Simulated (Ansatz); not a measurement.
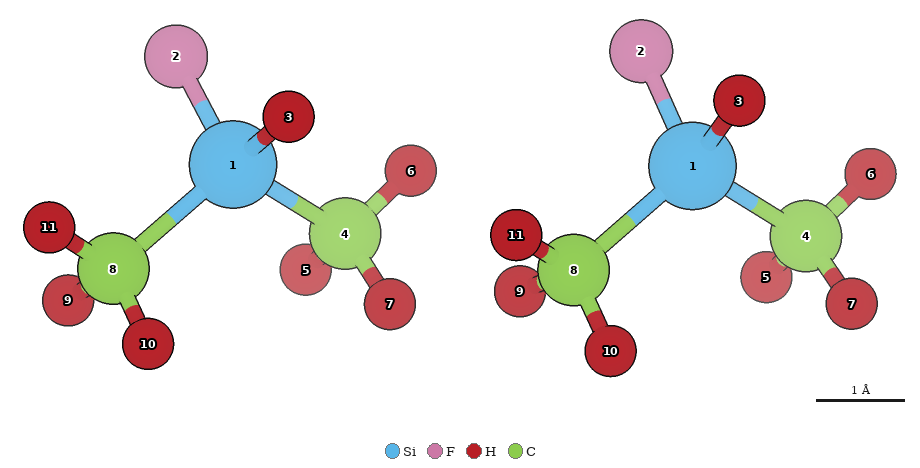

Two geometries of C$_{2}$H$_{7}$FSi, drawn at one scale. One is the start of a relaxation, the other its converged end. The picture is a ball-and-stick view, seen at a tilt.

These are results of RHF/6-31G* (Ansatz), not measurements. Set-up: no spin polarisation; force threshold 0.03 eV/Å; at most 50 steps.

Question: Which of the two is the end point?

Answer: The left one is the relaxed one. The run prepares an end point of a later path (reaction) calculation, from a guessed geometry. H3 moves most after the best rigid fit: 0.24 Å. By element the largest moves are H 0.24 Å, F 0.14 Å, C 0.04 Å, Si 0.02 Å. Among the contacts that change: Si1–H3 1.445 → 1.475 Å, Si1–F2 1.585 → 1.604 Å. Among the angles between lasting bonds that change: F2–Si1–H3 91.7° → 106.9°, H3–Si1–C4 114.1° → 110.4°, F2–Si1–C4 111.9° → 108.4°. The energy falls by 0.249 eV in 5 geometry steps. Largest force component: 1.3 eV/Å at the start, 0.0079 eV/Å at the end.

Limits of the set-up: Hartree-Fock leaves out electron correlation.
